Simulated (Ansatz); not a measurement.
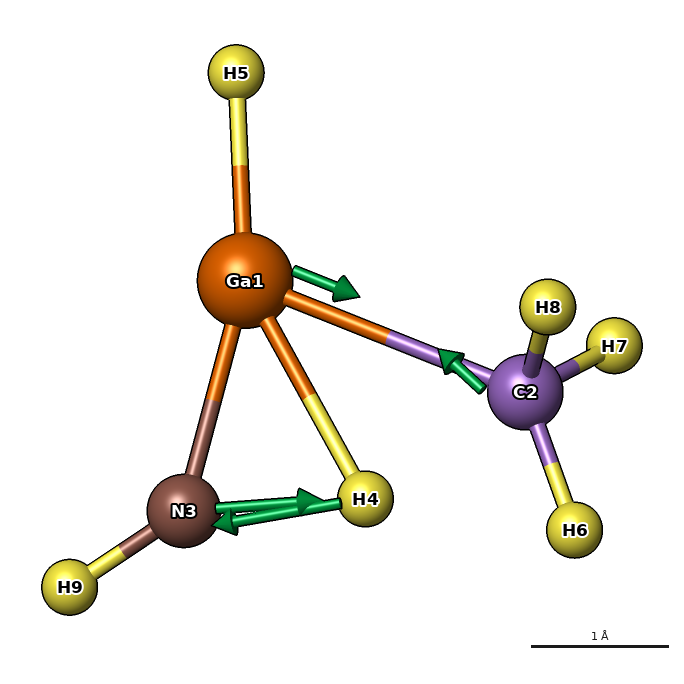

Arrows show the forces on the atoms, 0.8 Å of arrow for 1 eV/Å; forces under a tenth of the largest aren't drawn. Level of theory: PBE0-D4/def2-SVP (Ansatz 0.2.0).

**On which atom is the force largest, and how large is it?**

On H4: 1.25 eV/Å.

**Along which bond is the force strongest?**

Ga1–C2, now 2.326 Å: the forces pull its atoms together, so a first step downhill shortens it.

List the force components in the frame of the picture (x right, y up, z towards the viewer), in eV/Å.

```
atom     Fx     Fy     Fz
 Ga1   0.62  −0.25   0.22
  C2  −0.42   0.39  −0.19
  N3   0.99   0.08   0.27
  H4  −1.20  −0.21  −0.31
  H5   0.00  −0.01   0.00
  H6   0.00   0.00   0.00
  H7   0.00   0.00   0.00
  H8   0.01   0.00   0.00
  H9   0.00   0.00   0.00
```
